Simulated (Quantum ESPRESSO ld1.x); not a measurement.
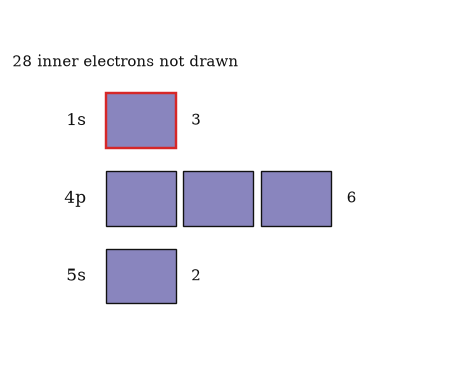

Fig. 1: The outer shells as the input fills them: a box for each of the 2l + 1 orbitals, shaded by the share of the shell that is filled, with the electron count at the right; red boxes mark what can't be (1s).

**Sr: atomic calculation**

- system: Sr, configuration typed as [Kr] 5s2 1s1.
- method: radial all-electron Kohn-Sham run of Quantum ESPRESSO ld1.x with rel=2, dft='PZ' as typed

**Input file**
```
 &input
    zed=38.0,
    iswitch=1,
    rel=2,
    dft='PZ',
    config='[Kr] 5s2 1s1',
    verbosity='high',
    lsmall=.true.,
    prefix='ld1',
    max_out_wfc=37,
    file_charge='ld1.rho',
 /
```

Hardware: 1 CPU thread, shared host.

Run as:
```bash
OMP_NUM_THREADS=1 ld1.x < ld1.in > ld1.out
```

**Output**
```
     Program LD1 v.7.5 starts

 %%%%%%%%%%%%%%%%%%%%%%%%%%%%%%%%%%%%%%%%%%%%%%%%%%%%%%%%%%%%%%%%%%%%%%%%%%%%%%
     Error in routine el_config (1):
     occupation wrong
 %%%%%%%%%%%%%%%%%%%%%%%%%%%%%%%%%%%%%%%%%%%%%%%%%%%%%%%%%%%%%%%%%%%%%%%%%%%%%%

     stopping ...
```

**What the run reported**

- outcome: refused by the program

**What went wrong**

This input holds a deliberate fault: shell already in the core. The program refused the input: “Error in routine el_config (1): occupation wrong”.
